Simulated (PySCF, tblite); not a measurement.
# C4H8NPSi: geometry, infrared bands and NMR shifts

Aim: predict the infrared bands and NMR shifts of C4H8NPSi (`CC#C/C=N\[SiH2]P`).

Programs: tblite 0.8.0 and PySCF 2.14.0, with density-fitted response routines of our own. Each step states its level of theory. These are calculated values for one molecule in the gas phase, unless marked as measured. Atoms count from 0, in the outputs and in this text.

## 1. The molecule as given

15 atoms, charge 0, multiplicity 1; geometry from: force field or distance geometry start.

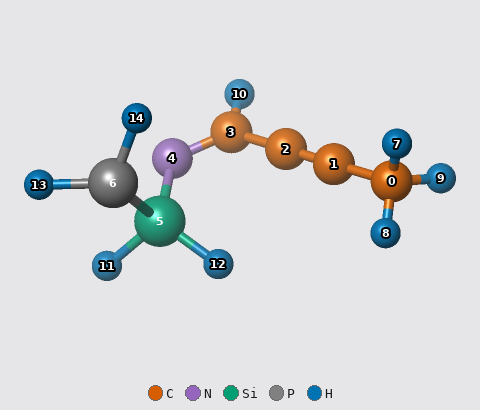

The starting geometry (carbon orange, nitrogen purple, silicon teal, phosphorus grey, hydrogen blue), atoms numbered.

## 2. Relaxing the molecule with GFN2-xTB

Job settings and geometry (Å):

```
{"job": {"kind": "relax", "xc": "GFN2-xTB", "basis": "xTB"}, "charge": 0, "multiplicity": 1}
C     -2.947800     0.586100    -0.362500
C     -1.791400    -0.290100    -0.141200
C     -0.837900    -1.026100     0.056600
C      0.261200    -1.904100     0.257400
N      1.486000    -1.591300     0.036100
Si     1.806400     0.042600    -0.597200
P      2.401400     1.498900     0.943200
H     -3.258100     1.050000     0.593200
H     -2.694200     1.289000    -1.153500
H     -3.856400     0.004800    -0.698500
H      0.056400    -2.895600     0.639900
H      3.043200    -0.126900    -1.415600
H      0.783300     0.532400    -1.510700
H      3.859600     1.444800     1.148000
H      1.683900     1.393500     2.182900
```

On the command line:

```console
> OMP_NUM_THREADS=1 python probes_run.py task.json out
```

The driver reads the jobs from task.json and runs them one after another.

Log:

```text
step      E/eV     max force
  0    -536.26351    2.082
  1    -536.47471    1.912
  2    -536.61082    3.872
  3    -536.82387    1.680
  4    -536.97470    1.714
  5    -537.08663    1.295
  6    -537.11775    0.474
  7    -537.13400    0.333
  8    -537.14530    0.351
  9    -537.15545    0.305
 10    -537.17023    0.293
 11    -537.18835    0.407
 12    -537.20605    0.403
 13    -537.21562    0.204
 14    -537.21961    0.142
 15    -537.22251    0.154
 16    -537.22579    0.181
 17    -537.22877    0.147
 18    -537.23105    0.116
 19    -537.23310    0.119
 20    -537.23566    0.159
 21    -537.23913    0.193
 22    -537.24283    0.194
 23    -537.24574    0.185
 24    -537.24792    0.142
 25    -537.24991    0.157
 26    -537.25169    0.134
 27    -537.25304    0.075
 28    -537.25416    0.085
 29    -537.25536    0.091
 30    -537.25680    0.113
 31    -537.25818    0.095
 32    -537.25915    0.074
 33    -537.25987    0.073
 34    -537.26069    0.080
 35    -537.26181    0.086
 36    -537.26313    0.092
 37    -537.26435    0.104
 38    -537.26549    0.094
 39    -537.26670    0.092
 40    -537.26792    0.091
 41    -537.26894    0.074
 42    -537.26963    0.061
 43    -537.27015    0.054
 44    -537.27070    0.064
 45    -537.27130    0.064
 46    -537.27176    0.061
 47    -537.27203    0.042
 48    -537.27221    0.045
 49    -537.27243    0.054
 50    -537.27272    0.055
 51    -537.27300    0.041
 52    -537.27316    0.029
 53    -537.27324    0.030
 54    -537.27333    0.027
 55    -537.27346    0.033
 56    -537.27363    0.043
 57    -537.27383    0.049
 58    -537.27404    0.049
 59    -537.27428    0.054
 60    -537.27453    0.053
 61    -537.27476    0.042
 62    -537.27493    0.033
 63    -537.27509    0.039
 64    -537.27530    0.053
 65    -537.27562    0.061
 66    -537.27601    0.053
 67    -537.27640    0.043
 68    -537.27673    0.050
 69    -537.27703    0.045
 70    -537.27732    0.050
 71    -537.27756    0.053
 72    -537.27776    0.045
 73    -537.27797    0.049
 74    -537.27825    0.062
 75    -537.27859    0.064
 76    -537.27893    0.050
 77    -537.27917    0.037
 78    -537.27932    0.030
 79    -537.27946    0.031
 80    -537.27957    0.028
 81    -537.27965    0.025
 82    -537.27971    0.017
 83    -537.27975    0.018
 84    -537.27981    0.023
 85    -537.27989    0.025
 86    -537.27998    0.027
 87    -537.28005    0.025
 88    -537.28012    0.025
 89    -537.28018    0.027
 90    -537.28027    0.036
 91    -537.28036    0.030
 92    -537.28043    0.016
 93    -537.28045    0.012
 94    -537.28047    0.012
 95    -537.28051    0.021
 96    -537.28059    0.034
 97    -537.28076    0.046
 98    -537.28102    0.050
 99    -537.28130    0.038
100    -537.28150    0.030
101    -537.28164    0.033
102    -537.28180    0.039
103    -537.28204    0.045
104    -537.28233    0.060
105    -537.28265    0.069
106    -537.28301    0.060
107    -537.28358    0.105
108    -537.28424    0.143
109    -537.28495    0.110
110    -537.28583    0.095
111    -537.28618    0.056
112    -537.28643    0.040
113    -537.28688    0.065
114    -537.28725    0.057
115    -537.28732    0.117
116    -537.28795    0.044
117    -537.28826    0.039
118    -537.28880    0.079
119    -537.28903    0.061
120    -537.28935    0.033
121    -537.28950    0.022
122    -537.28955    0.016
123    -537.28957    0.012
124    -537.28958    0.008
```

Wall time 1.5 s (1 thread of Arm Neoverse N1, shared host).

Along the way: (not every step is listed)

| step | energy from step 0 (eV) | largest force (eV/Å) |
| --- | --- | --- |
| 0 | 0.0000 | 2.0820 |
| 1 | -0.2112 | 1.9121 |
| 2 | -0.3473 | 3.8723 |
| 3 | -0.5604 | 1.6801 |
| 4 | -0.7112 | 1.7137 |
| 5 | -0.8231 | 1.2953 |
| 6 | -0.8542 | 0.4737 |
| 7 | -0.8705 | 0.3331 |
| 8 | -0.8818 | 0.3507 |
| 19 | -0.9696 | 0.1193 |
| 30 | -0.9933 | 0.1130 |
| 41 | -1.0054 | 0.0744 |
| 52 | -1.0096 | 0.0292 |
| 63 | -1.0116 | 0.0387 |
| 74 | -1.0147 | 0.0625 |
| 85 | -1.0164 | 0.0255 |
| 96 | -1.0171 | 0.0340 |
| 107 | -1.0201 | 0.1053 |
| 118 | -1.0253 | 0.0789 |
| 119 | -1.0255 | 0.0606 |
| 120 | -1.0258 | 0.0329 |
| 121 | -1.0260 | 0.0220 |
| 122 | -1.0260 | 0.0163 |
| 123 | -1.0261 | 0.0119 |
| 124 | -1.0261 | 0.0081 |

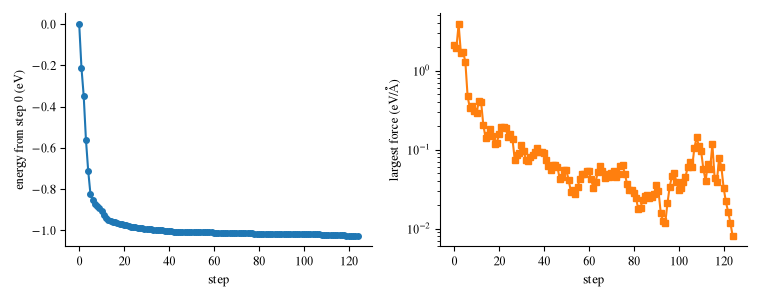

Energy and force, step by step.

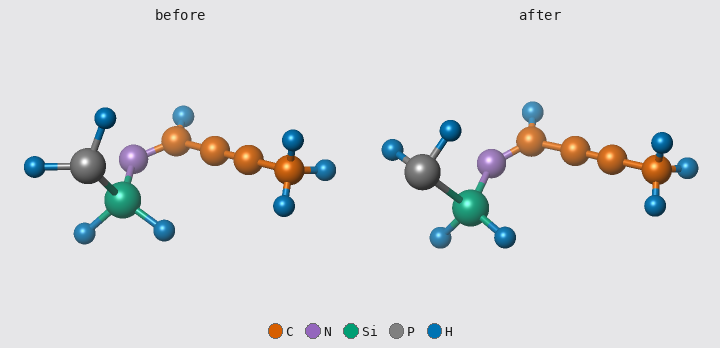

The geometry before (left) and after (right).

Distances of close pairs at the start and the end, largest changes first:

| bond | before (Å) | after (Å) | change (Å) |
| --- | --- | --- | --- |
| P6–H13 | 1.474 | 1.380 | -0.094 |
| N4–Si5 | 1.781 | 1.709 | -0.073 |
| P6–H14 | 1.436 | 1.383 | -0.054 |
| Si5–P6 | 2.202 | 2.253 | +0.051 |
| C0–H9 | 1.130 | 1.090 | -0.040 |
| Si5–H11 | 1.493 | 1.460 | -0.032 |
| C0–C1 | 1.468 | 1.441 | -0.027 |
| C3–N4 | 1.283 | 1.264 | -0.019 |

The final coordinates are the input of the step that follows.

## 3. Infrared spectrum with GFN2-xTB

Job settings and geometry (Å):

```
{"job": {"kind": "ir", "xc": "GFN2-xTB", "basis": "xTB"}, "charge": 0, "multiplicity": 1}
C     -3.244035     0.366884    -0.432692
C     -2.008131    -0.312368    -0.136969
C     -0.983249    -0.896558     0.113479
C      0.239154    -1.540651     0.395805
N      1.394240    -1.141388     0.073346
Si     2.034722     0.248001    -0.687222
P      3.002349     1.507131     0.910848
H     -3.595124     0.893215     0.454969
H     -3.092385     1.088791    -1.234505
H     -4.003107    -0.354083    -0.735796
H      0.156338    -2.480587     0.946991
H      3.078954    -0.304767    -1.545583
H      1.147999     1.163665    -1.417679
H      3.819183     0.503584     1.390236
H      2.048680     1.267120     1.882860
```

Log:

```text
mode    cm-1     km/mol
  1     -22.8      0.10
  2      25.6      0.48
  3      41.3      9.39
  4      68.8      1.51
  5      96.8      2.13
  6     188.6      2.34
  7     196.6      1.61
  8     283.0      1.65
  9     309.1      7.31
 10     387.9     10.28
 11     451.2     53.94
 12     467.5     31.22
 13     524.3      9.89
 14     623.3     34.38
 15     635.9    100.91
 16     692.4     13.60
 17     713.0    199.96
 18     760.2    124.52
 19     780.1    172.75
 20     843.3      9.81
 21     844.4     84.21
 22    1006.9     13.22
 23    1023.5     13.33
 24    1148.9     11.13
 25    1215.9      4.19
 26    1314.9     11.11
 27    1382.9      7.41
 28    1440.4      9.59
 29    1442.1      8.02
 30    1669.3    201.16
 31    2185.0    200.22
 32    2270.7    181.34
 33    2314.4    217.89
 34    2340.4    235.94
 35    2405.0    150.11
 36    2912.0     50.54
 37    3002.4     10.31
 38    3006.8     17.57
 39    3012.6     15.72
```

Wall time 0.87 s (1 thread of Arm Neoverse N1, shared host).

Which atoms move in the most intense modes:

| cm⁻¹ | km/mol | atoms |
| --- | --- | --- |
| 713 | 200.0 | H12 29 %, H11 23 %, H13 16 %, H14 11 % |
| 780 | 172.8 | H11 30 %, H12 28 %, C3 17 %, Si5 12 % |
| 1669 | 201.2 | C3 52 %, N4 47 % |
| 2185 | 200.2 | H12 96 % |
| 2271 | 181.3 | H11 94 % |
| 2314 | 217.9 | H14 60 %, H13 33 % |
| 2340 | 235.9 | C1 50 %, C2 48 % |
| 2405 | 150.1 | H13 63 %, H14 34 % |

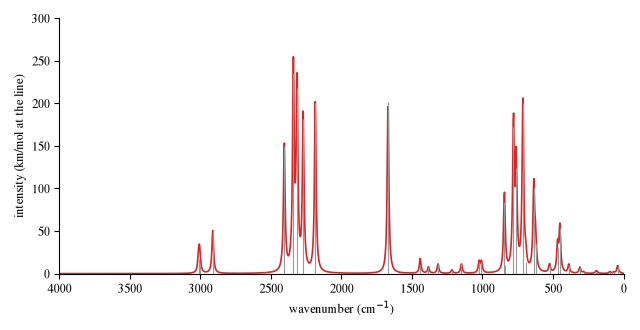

The infrared spectrum from these modes, unscaled. Lines are broadened to a width of 14 cm⁻¹ (Lorentzian).

## 4. Shielding tensors: PBE0/pcSseg-1

Same as in step 3 but for these lines:

```diff
@@ -1,2 +1,2 @@
-{"job": {"kind": "ir", "xc": "GFN2-xTB", "basis": "xTB"}, "charge": 0, "multiplicity": 1}
+{"job": {"kind": "nmr", "xc": "PBE0", "basis": "pcSseg-1"}, "charge": 0, "multiplicity": 1}
 C     -3.244035     0.366884    -0.432692
```

With the program's defaults for keys left out, this is: GIAO PBE0/pcSseg-1 NMR shielding, non-relativistic, gas phase.

Log:

```text
coarse grid: 13616 points
cycle   1  E = -842.1130203034  dE =  8.220e-01  |g| = 4.640e-01  |ddm| = 3.908e+00
cycle   2  E = -842.0491295643  dE =  6.389e-02  |g| = 7.144e-01  |ddm| = 1.298e+00
cycle   3  E = -842.1590176780  dE = -1.099e-01  |g| = 1.575e-01  |ddm| = 8.448e-01
cycle   4  E = -842.1651079666  dE = -6.090e-03  |g| = 3.829e-02  |ddm| = 1.982e-01
cycle   5  E = -842.1653714475  dE = -2.635e-04  |g| = 2.430e-02  |ddm| = 5.216e-02
cycle   6  E = -842.1655131852  dE = -1.417e-04  |g| = 4.920e-03  |ddm| = 2.115e-02
cycle   7  E = -842.1655188155  dE = -5.630e-06  |g| = 1.141e-03  |ddm| = 5.878e-03
final grid: 122656 points
cycle   8  E = -842.2057043062  dE = -2.491e-05  |g| = 5.198e-03  |ddm| = 5.097e-02
cycle   9  E = -842.2057029326  dE =  1.374e-06  |g| = 5.772e-03  |ddm| = 1.611e-02
cycle  10  E = -842.2057108476  dE = -7.915e-06  |g| = 1.414e-03  |ddm| = 8.003e-03
cycle  11  E = -842.2057113422  dE = -4.946e-07  |g| = 2.373e-04  |ddm| = 1.484e-03
cycle  12  E = -842.2057113528  dE = -1.056e-08  |g| = 1.165e-04  |ddm| = 2.487e-04
cycle  13  E = -842.2057113556  dE = -2.752e-09  |g| = 4.059e-05  |ddm| = 1.218e-04
cycle  14  E = -842.2057113559  dE = -3.906e-10  |g| = 1.142e-05  |ddm| = 4.298e-05
converged SCF energy = -842.2057113559

GIAO shielding tensors (ppm)
atom      isotropic    diamagn.    paramagn.     s11        s22        s33       span
  0 C      181.603     253.719     -72.117    174.066    175.751    194.991     20.925
  1 C       83.460     267.122    -183.662     20.806     24.802    204.772    183.966
  2 C      103.754     260.091    -156.337     16.592     19.141    275.530    258.938
  3 C       27.223     254.345    -227.122    -62.909     15.787    128.791    191.700
  4 N     -141.437     331.806    -473.243   -506.885   -197.753    280.328    787.214
  5 Si     400.080     882.414    -482.335    355.202    386.472    458.565    103.363
  6 P      591.923     967.997    -376.073    549.019    608.879    617.872     68.853
  7 H       29.482      29.046       0.437     24.741     27.586     36.120     11.380
  8 H       29.436      30.881      -1.445     24.305     28.206     35.797     11.492
  9 H       29.495      26.306       3.189     24.486     27.435     36.564     12.078
 10 H       23.431      28.998      -5.567     19.620     24.163     26.510      6.890
 11 H       26.375      29.745      -3.370     23.714     24.215     31.196      7.482
 12 H       26.198      31.544      -5.346     22.549     25.607     30.438      7.889
 13 H       30.106      30.363      -0.258     25.689     26.650     37.978     12.288
 14 H       30.796      32.938      -2.141     25.701     28.359     38.329     12.628
```

Run time: 45 s. Hardware: 1 thread of Arm Neoverse N1, shared host; peak memory 0.78 GiB.

Shifts follow as δ = σ(reference) − σ, with reference shieldings (ppm) from runs at the same level and on the same kind of geometry: ¹H TMS 31.72, ¹³C TMS 186.9, ²⁹Si TMS 349.2, ¹⁵N NH3 267.7, ³¹P H3PO4 318.4. The references are single molecules in the gas phase, so shifts against H2O, NH3, PH3, H3PO4 or CFCl3 are not on the usual liquid scales and can be off by tens of ppm. Atoms listed in one row are averaged.

| atoms | environment | σ (ppm) | δ (ppm) | δ scaled to CDCl3 |
| --- | --- | --- | --- | --- |
| C3 | C=N carbon | 27.2 | 159.7 | 154.0 |
| C1 | alkyne carbon | 83.5 | 103.5 | 99.1 |
| C2 | alkyne carbon | 103.8 | 83.2 | 79.3 |
| C0 | propargylic methyl carbon | 181.6 | 5.3 | 3.3 |
| H10 | hydrogen on a C=N carbon | 23.43 | 8.29 | 7.92 |
| H11, H12 | hydrogen on a silicon bonded to N, P | 26.29 | 5.43 | – |
| H7, H8, H9 | hydrogen on a propargylic methyl carbon | 29.47 | 2.25 | 2.22 |
| H13, H14 | hydrogen on a phosphorus bonded to Si | 30.45 | 1.27 | – |
| N4 | imine nitrogen | -141.4 | 409.2 | – |
| Si5 | silicon bonded to N, P, 2 H | 400.1 | -50.9 | – |
| P6 | phosphorus bonded to Si, 2 H | 591.9 | -273.5 | – |

The scaled column applies a straight-line fit of computed shieldings to shifts measured in CDCl3 (root-mean-square error 0.16 ppm for H, 1.9 ppm for C).

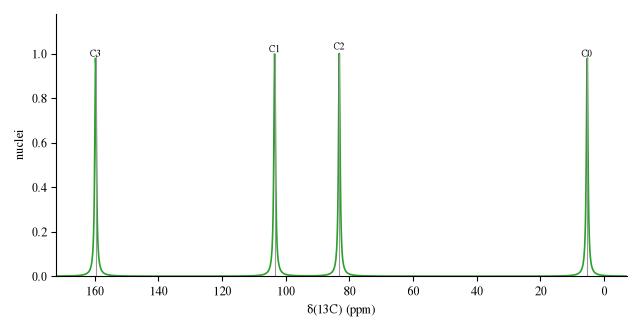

¹³C lines at the computed shifts, without couplings. Lines are broadened to a width of 0.62 ppm (Lorentzian).

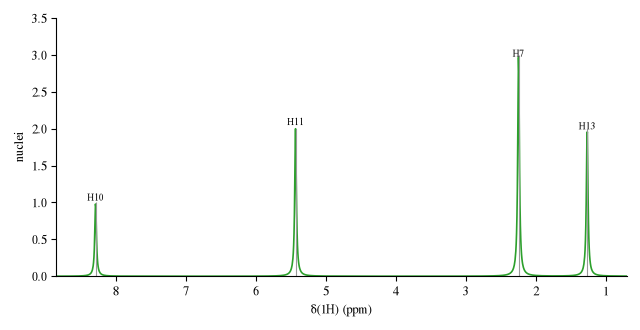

¹H lines at the computed shifts, without couplings. Lines are broadened to a width of 0.03 ppm (Lorentzian).

Charges from the same density, by scheme (e):

| atoms | Mulliken | IAO | Hirshfeld | ESP fit |
| --- | --- | --- | --- | --- |
| C0 | -0.19 | -0.44 | -0.09 | -0.54 |
| C1 | -0.19 | 0.01 | -0.01 | 0.32 |
| C2 | -0.07 | -0.12 | -0.07 | -0.56 |
| C3 | 0.13 | 0.05 | 0.06 | 0.69 |
| N4 | -0.56 | -0.54 | -0.24 | -0.81 |
| Si5 | 0.57 | 0.72 | 0.31 | 0.81 |
| P6 | -0.24 | -0.11 | -0.03 | -0.47 |

Mulliken charges:

C0 -0.19; C1 -0.19; C2 -0.07; C3 0.13; N4 -0.56; Si5 0.57; P6 -0.24; H7 0.16; H8 0.16; H9 0.16; H10 0.12; H11 -0.07; H12 -0.09; H13 0.06; H14 0.05

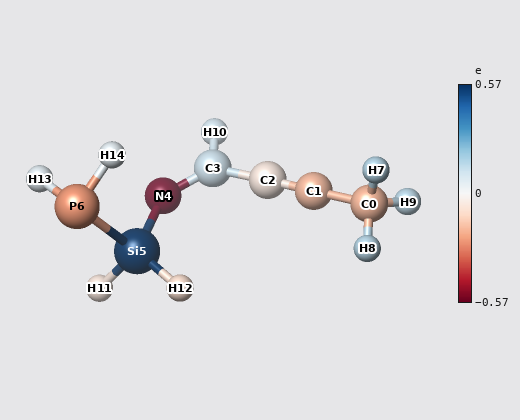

Mulliken charges, as colours on the atoms.

Mayer bond orders: C0–C1 1.22, C1–C2 2.38, C2–C3 1.14, C3–N4 1.82, N4–Si5 0.99, Si5–P6 0.98.

## 5. Results

```
                                                              quantity                        value
                             strongest single infrared mode (GFN2-xTB)        2340 cm⁻¹, 236 km/mol
                                          zero-point energy (GFN2-xTB)                62.9 kcal/mol
                                ¹³C shifts against TMS (PBE0/pcSseg-1)  159.7, 103.5, 83.2, 5.3 ppm
¹H shifts against TMS (PBE0/pcSseg-1, means over atoms taken as alike)   8.29, 5.43, 2.25, 1.27 ppm
                                ¹⁵N shifts against NH3 (PBE0/pcSseg-1)                    409.2 ppm
                               ²⁹Si shifts against TMS (PBE0/pcSseg-1)                    -50.9 ppm
                              ³¹P shifts against H3PO4 (PBE0/pcSseg-1)                   -273.5 ppm
```

What this shows: Relaxing lowered the energy by 1.026 eV in 124 steps; the close pair that moved most is P6–H13, from 1.474 to 1.380 Å. The lowest mode is imaginary (23i cm⁻¹), so the xTB geometry is not a minimum. The strongest single mode, at 2340 cm⁻¹, moves mainly C1 and C2. Unscaled tight-binding wavenumbers are off by several per cent, some by more. Its intensities can rank the bands wrongly. At PBE0/pcSseg-1: The widest tensor belongs to N4: span 787 ppm, with a paramagnetic part of -473 ppm.
